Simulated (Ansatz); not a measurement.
Input file:

```
crystal:
  periodic: [false, false, false]
  atoms:
    - {symbol: Ag, position_ang: [-0.790219, 1.622421, 1.136126]}
    - {symbol: Se, position_ang: [-0.327380, -1.495948, -0.109394]}
    - {symbol: Se, position_ang: [1.117599, -0.126474, -1.026732]}
basis:
  gaussian: {orbitals: def2-TZVP, initial_orbitals: start.molden}
magnetization: {spin_polarized: true, initial_magnetization: 3}
hamiltonian: {xc: pbe0, dispersion: d4}
scf: {omitted_lower_state_checks: [starts]}
output: {orbitals: {seedname: orbitals}}
```

Launched as:

```sh
ansatz run in.yaml --threads 4 --pin off --events-out ev --progress --plain --max-ram 3916MiB
```

Geometry: B3LYP-D4/def2-TZVP; core potentials replace the inner electrons of Ag.

Theory: Ansatz 0.2.0, UKS PBE0-D4/def2-TZVP.

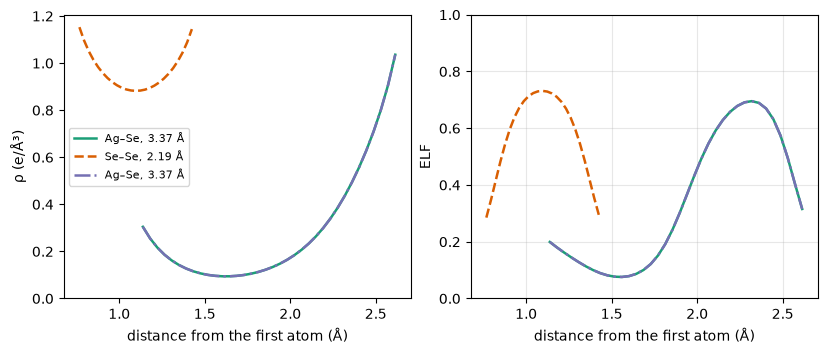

Ag···Se2 (quartet). Electron density and electron localisation function along straight lines between neighbouring atoms. The curves leave out the atomic cores.

Question: What can be read from the curves?

Answer: Ag1···Se3 (3.37 Å): the density falls to about 0.09 e/Å³ on the way; the ELF dips to about 0.10 between them.
Se–Se (2.19 Å): ρ is about 0.88 e/Å³ halfway; the ELF peaks at about 0.75 between the atoms.
Ag1···Se3 (3.37 Å): the density falls to about 0.09 e/Å³ on the way; the ELF dips to about 0.10 between them.
